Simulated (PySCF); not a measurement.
# H2Si···H2S···CH3S: magnetic exchange

Wanted: magnetic exchange for H2Si···H2S···CH3S.

Programs: PySCF 2.14.0, with routines of our own; each step states its level. All values are computed. Atoms count from 0.

## 1. The starting structure

11 atoms, charge 0, high-spin multiplicity 4; geometry from: GFN2-xTB fragments, placed rigidly.

The system (radical pair across a spacer): H2Si···H2S···CH3S. The radical centres are 7.88 Å apart, face to face; the spin sites are atoms 0, 1, 2 (2 unpaired) and atoms 3, 4, 5, 6, 7 (1 unpaired).

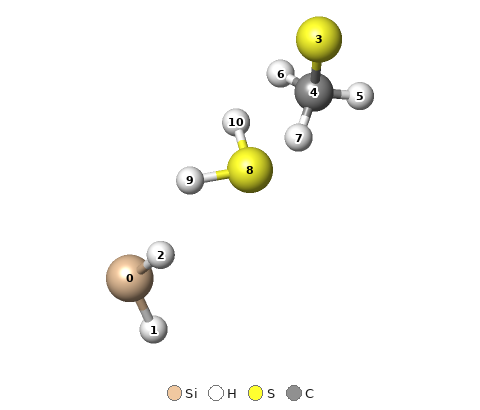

The starting geometry (silicon light orange, hydrogen white, sulfur yellow, carbon grey).

## 2. Magnetic exchange: CASSCF and SC-NEVPT2/def2-SVP (3,3)

What the job is given:

```
{"job": {"kind": "cas", "basis": "def2-SVP", "active": "magnetic", "zfs": false}, "charge": 0, "high_spin_multiplicity": 4, "spin_sites": [[[0, 1, 2], 2], [[3, 4, 5, 6, 7], 1]]}
Si    -0.747900     0.124400    -4.667200
H      0.522900    -0.559700    -4.667200
H     -2.018600    -0.559700    -4.667200
S     -0.747900     0.124400     3.211600
C      1.044400     0.124400     3.211800
H      1.396800    -0.622700     3.918400
H      1.396900     1.110000     3.505300
H      1.397000    -0.114200     2.211600
S     -0.747900    -0.488000    -0.685600
H     -0.747900     0.430500    -1.643200
H     -0.747900     0.430600     0.271600
```

Level: CASSCF and SC-NEVPT2/def2-SVP spin states, gas phase.

On the command line:

```
OMP_NUM_THREADS=1 python exch_run.py task.json out
```

One launch serves the whole session: the jobs run in the order shown.

Standard output:

```text
start orbitals: natural orbitals of the high-spin HF determinant (converged)
active space: 3 electrons in 3 orbitals, 28 closed; orbitals optimised for multiplicities 4 2
macro   0  E = -1125.4385420789  dE =  0.000e+00  |g| = 1.316e-02
macro   1  E = -1125.4386001527  dE = -5.807e-05  |g| = 5.046e-03
macro   2  E = -1125.4386126977  dE = -1.254e-05  |g| = 1.466e-03
macro   3  E = -1125.4386131957  dE = -4.980e-07  |g| = 5.648e-04
macro   4  E = -1125.4386133062  dE = -1.105e-07  |g| = 1.498e-04
macro   5  E = -1125.4386133115  dE = -5.310e-09  |g| = 6.939e-05
CASSCF converged, mean energy = -1125.4386133115
2S+1 = 4  root 0  E(CAS) = -1125.43859629  E(NEVPT2) = -1125.91387805  occupations 1.000 1.000 1.000
2S+1 = 2  root 0  E(CAS) = -1125.43863033  E(NEVPT2) = -1125.91392033  occupations 1.020 1.000 0.980
```

Wall time 4.5 s (1 thread of Arm Neoverse V1, shared host); peak memory 0.27 GiB.

In short:

| quantity | value |
| --- | --- |
| J (CASSCF) | -2 cm⁻¹ |
| J (NEVPT2) | -3 cm⁻¹ |
| low less high spin (NEVPT2) | 0.0 kcal/mol |

Mulliken spin populations of the high-spin state:

| atom | value (e) |
| --- | --- |
| Si0 | 1.91 |
| H1 | 0.04 |
| H2 | 0.04 |
| S3 | 0.97 |
| C4 | 0.00 |
| H5 | 0.01 |
| H6 | 0.00 |
| H7 | 0.01 |
| S8 | 0.01 |
| H9 | 0.00 |
| H10 | 0.01 |

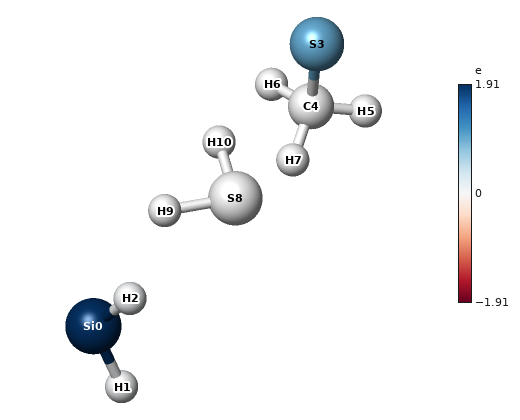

Mulliken spin populations of the high-spin state, as colours on the atoms.

## 3. Magnetic exchange: HF/def2-SVP

The job, as its differences from that of step 2:

```diff
@@ -1,2 +1,2 @@
-{"job": {"kind": "cas", "basis": "def2-SVP", "active": "magnetic", "zfs": false}, "charge": 0, "high_spin_multiplicity": 4, "spin_sites": [[[0, 1, 2], 2], [[3, 4, 5, 6, 7], 1]]}
+{"job": {"kind": "bs", "xc": "HF", "basis": "def2-SVP", "rks": false}, "charge": 0, "high_spin_multiplicity": 4, "spin_sites": [[[0, 1, 2], 2], [[3, 4, 5, 6, 7], 1]]}
 Si    -0.747900     0.124400    -4.667200
```

With the program's defaults for keys left out, this is: HF/def2-SVP high-spin and broken-symmetry single points, gas phase.

Standard output, cut to the lines that bear on the results:

```text
high-spin state, multiplicity 4
final grid: 84232 points
cycle   1  E = -1125.3488269836  dE = -3.876e-01  |g| = 2.917e-01  |ddm| = 2.146e+00
cycle   2  E = -1125.4296679332  dE = -8.084e-02  |g| = 1.279e-01  |ddm| = 4.646e-01
cycle   3  E = -1125.4421421782  dE = -1.247e-02  |g| = 4.512e-02  |ddm| = 1.673e-01
cycle   4  E = -1125.4451875358  dE = -3.045e-03  |g| = 1.340e-02  |ddm| = 8.455e-02
cycle   5  E = -1125.4455303915  dE = -3.429e-04  |g| = 5.771e-03  |ddm| = 2.996e-02
cycle   6  E = -1125.4456036601  dE = -7.327e-05  |g| = 2.546e-03  |ddm| = 1.552e-02
cycle   7  E = -1125.4456239716  dE = -2.031e-05  |g| = 1.317e-03  |ddm| = 8.925e-03
cycle   8  E = -1125.4456329915  dE = -9.020e-06  |g| = 1.025e-03  |ddm| = 5.582e-03
cycle   9  E = -1125.4456401094  dE = -7.118e-06  |g| = 9.811e-04  |ddm| = 4.460e-03
cycle  10  E = -1125.4456465823  dE = -6.473e-06  |g| = 9.764e-04  |ddm| = 3.978e-03
[... 13 cycles left out ...]
cycle  24  E = -1125.4448111127  dE =  8.812e-05  |g| = 3.044e-03  |ddm| = 1.525e-01
cycle  25  E = -1125.4446562757  dE =  1.548e-04  |g| = 9.603e-03  |ddm| = 1.626e-01
cycle  26  E = -1125.4447069156  dE = -5.064e-05  |g| = 6.549e-03  |ddm| = 1.666e-02
cycle  27  E = -1125.4447218143  dE = -1.490e-05  |g| = 4.465e-03  |ddm| = 3.232e-02
cycle  28  E = -1125.4447135637  dE =  8.251e-06  |g| = 4.481e-03  |ddm| = 5.855e-02
cycle  29  E = -1125.4447321327  dE = -1.857e-05  |g| = 2.134e-04  |ddm| = 8.793e-03
cycle  30  E = -1125.4447317076  dE =  4.252e-07  |g| = 2.467e-04  |ddm| = 1.012e-02
cycle  31  E = -1125.4447314746  dE =  2.330e-07  |g| = 4.198e-04  |ddm| = 8.690e-03
cycle  32  E = -1125.4447316394  dE = -1.648e-07  |g| = 2.143e-05  |ddm| = 1.263e-03
cycle  33  E = -1125.4447316406  dE = -1.202e-09  |g| = 1.906e-05  |ddm| = 6.948e-04
converged SCF energy = -1125.4447316406

broken-symmetry state, M_S = 0.5, start: spins of the second site flipped
final grid: 84232 points
cycle   1  E = -1125.4438524780  dE = -5.334e-03  |g| = 2.689e-02  |ddm| = 9.071e-02
cycle   2  E = -1125.4445651797  dE = -7.127e-04  |g| = 1.114e-02  |ddm| = 3.494e-02
cycle   3  E = -1125.4447388465  dE = -1.737e-04  |g| = 2.782e-03  |ddm| = 2.569e-02
cycle   4  E = -1125.4447540850  dE = -1.524e-05  |g| = 7.725e-04  |ddm| = 9.194e-03
cycle   5  E = -1125.4447554188  dE = -1.334e-06  |g| = 3.825e-04  |ddm| = 2.361e-03
cycle   6  E = -1125.4447558365  dE = -4.177e-07  |g| = 1.507e-04  |ddm| = 1.705e-03
cycle   7  E = -1125.4447559012  dE = -6.469e-08  |g| = 5.146e-05  |ddm| = 7.429e-04
cycle   8  E = -1125.4447559071  dE = -5.918e-09  |g| = 2.783e-05  |ddm| = 1.526e-04
converged SCF energy = -1125.4447559071

<S^2> high spin = 3.7654, broken symmetry = 1.7652
E(HS) - E(BS) = 5.33 cm-1
J_noodleman = -2.66 cm-1
J_unprojected = -1.78 cm-1
J_yamaguchi = -2.66 cm-1
```

Run time: 1.2 s. Hardware: 1 thread of Arm Neoverse V1, shared host; peak memory 0.28 GiB.

From this job:

| quantity | value |
| --- | --- |
| J (Yamaguchi) | -3 cm⁻¹ |
| low less high spin, projected | 0.0 kcal/mol |

## 4. Magnetic exchange: r2SCAN/def2-SVP

The job, as its differences from that of step 3:

```diff
@@ -1,2 +1,2 @@
-{"job": {"kind": "bs", "xc": "HF", "basis": "def2-SVP", "rks": false}, "charge": 0, "high_spin_multiplicity": 4, "spin_sites": [[[0, 1, 2], 2], [[3, 4, 5, 6, 7], 1]]}
+{"job": {"kind": "bs", "xc": "r2SCAN", "grid": 2, "basis": "def2-SVP", "rks": false}, "charge": 0, "high_spin_multiplicity": 4, "spin_sites": [[[0, 1, 2], 2], [[3, 4, 5, 6, 7], 1]]}
 Si    -0.747900     0.124400    -4.667200
```

Level: r2SCAN/def2-SVP high-spin and broken-symmetry single points, gas phase.

Standard output:

```text
high-spin state, multiplicity 4
final grid: 84232 points
cycle   1  E = -1127.5393256495  dE = -1.792e-02  |g| = 5.025e-02  |ddm| = 2.738e-01
cycle   2  E = -1127.5387906403  dE =  5.350e-04  |g| = 6.032e-02  |ddm| = 1.125e-01
cycle   3  E = -1127.5407552340  dE = -1.965e-03  |g| = 9.568e-03  |ddm| = 6.354e-02
cycle   4  E = -1127.5408144620  dE = -5.923e-05  |g| = 2.277e-03  |ddm| = 1.647e-02
cycle   5  E = -1127.5408179197  dE = -3.458e-06  |g| = 4.895e-04  |ddm| = 4.149e-03
cycle   6  E = -1127.5408184489  dE = -5.292e-07  |g| = 3.176e-04  |ddm| = 2.503e-03
cycle   7  E = -1127.5408189318  dE = -4.828e-07  |g| = 2.589e-04  |ddm| = 2.558e-03
cycle   8  E = -1127.5408191271  dE = -1.954e-07  |g| = 2.622e-04  |ddm| = 1.060e-03
cycle   9  E = -1127.5408173494  dE =  1.778e-06  |g| = 2.143e-04  |ddm| = 1.063e-02
cycle  10  E = -1127.5408142737  dE =  3.076e-06  |g| = 1.198e-04  |ddm| = 3.429e-02
cycle  11  E = -1127.5408141875  dE =  8.619e-08  |g| = 8.661e-05  |ddm| = 3.655e-03
cycle  12  E = -1127.5408141495  dE =  3.803e-08  |g| = 6.831e-05  |ddm| = 2.930e-03
cycle  13  E = -1127.5408141391  dE =  1.037e-08  |g| = 2.410e-05  |ddm| = 2.617e-03
cycle  14  E = -1127.5408141395  dE = -3.820e-10  |g| = 3.351e-06  |ddm| = 3.120e-04
converged SCF energy = -1127.5408141395

broken-symmetry state, M_S = 0.5, start: spins of the second site flipped
final grid: 84232 points
cycle   1  E = -1127.5408122922  dE = -3.527e-03  |g| = 9.597e-03  |ddm| = 1.695e-01
cycle   2  E = -1127.5409391142  dE = -1.268e-04  |g| = 7.908e-03  |ddm| = 6.679e-02
cycle   3  E = -1127.5409901769  dE = -5.106e-05  |g| = 2.480e-03  |ddm| = 2.186e-02
cycle   4  E = -1127.5409950327  dE = -4.856e-06  |g| = 1.688e-03  |ddm| = 6.352e-03
cycle   5  E = -1127.5409971574  dE = -2.125e-06  |g| = 5.650e-04  |ddm| = 3.193e-03
cycle   6  E = -1127.5409977273  dE = -5.699e-07  |g| = 2.897e-04  |ddm| = 2.385e-03
cycle   7  E = -1127.5409982693  dE = -5.420e-07  |g| = 2.725e-04  |ddm| = 2.909e-03
cycle   8  E = -1127.5409986094  dE = -3.401e-07  |g| = 2.725e-04  |ddm| = 1.791e-03
cycle   9  E = -1127.5409975808  dE =  1.029e-06  |g| = 2.521e-04  |ddm| = 5.630e-03
cycle  10  E = -1127.5409936333  dE =  3.948e-06  |g| = 1.659e-04  |ddm| = 3.119e-02
cycle  11  E = -1127.5409927608  dE =  8.725e-07  |g| = 1.049e-04  |ddm| = 1.819e-02
cycle  12  E = -1127.5409927484  dE =  1.239e-08  |g| = 4.418e-05  |ddm| = 1.268e-03
cycle  13  E = -1127.5409927163  dE =  3.205e-08  |g| = 1.181e-05  |ddm| = 4.504e-03
cycle  14  E = -1127.5409927164  dE = -1.178e-10  |g| = 2.594e-06  |ddm| = 2.261e-05
converged SCF energy = -1127.5409927164

<S^2> high spin = 3.7600, broken symmetry = 1.7520
E(HS) - E(BS) = 39.19 cm-1
J_noodleman = -19.60 cm-1
J_unprojected = -13.06 cm-1
J_yamaguchi = -19.52 cm-1
```

Wall time 28 s (1 thread of Arm Neoverse V1, shared host); peak memory 0.42 GiB.

In short:

| quantity | value |
| --- | --- |
| J (Yamaguchi) | -20 cm⁻¹ |
| low less high spin, projected | -0.2 kcal/mol |

## 5. Spin gaps side by side

J for H = −2J S1·S2; the gap is low spin less high spin (projected; unprojected where the broken-symmetry state collapsed; or NEVPT2):

| step | level | geometry | J (cm⁻¹) | gap (kcal/mol) | time |
| --- | --- | --- | --- | --- | --- |
| 2 | CASSCF and SC-NEVPT2/def2-SVP (3,3) | one | -3 | 0.0 | 4.5 s |
| 3 | HF/def2-SVP | one | -3 | 0.0 | 1.2 s |
| 4 | r2SCAN/def2-SVP | one | -20 | -0.2 | 28 s |

CASSCF times leave out a start SCF that an earlier step had already made.

## 6. What came out

| quantity | value |
| --- | --- |
| J (CASSCF) (step 2, CASSCF and SC-NEVPT2/def2-SVP (3,3)) | -2 cm⁻¹ |
| J (NEVPT2) (step 2, CASSCF and SC-NEVPT2/def2-SVP (3,3)) | -3 cm⁻¹ |
| low less high spin (NEVPT2) (step 2, CASSCF and SC-NEVPT2/def2-SVP (3,3)) | 0.0 kcal/mol |
| J | -20 (r2SCAN/def2-SVP) to -3 cm⁻¹ (HF/def2-SVP) |

**Reading.** A high-spin site of main-group atoms was assumed; a lower spin there may lie lower, outside the spin ladder used here. The levels with a meaningful J put the low-spin state lower (antiferromagnetic coupling), from -20 to -3 cm⁻¹. The functionals give up to 6 times the NEVPT2 value: they tend to spread the spin over bridges and ligands, while a small active space tends to give too little.
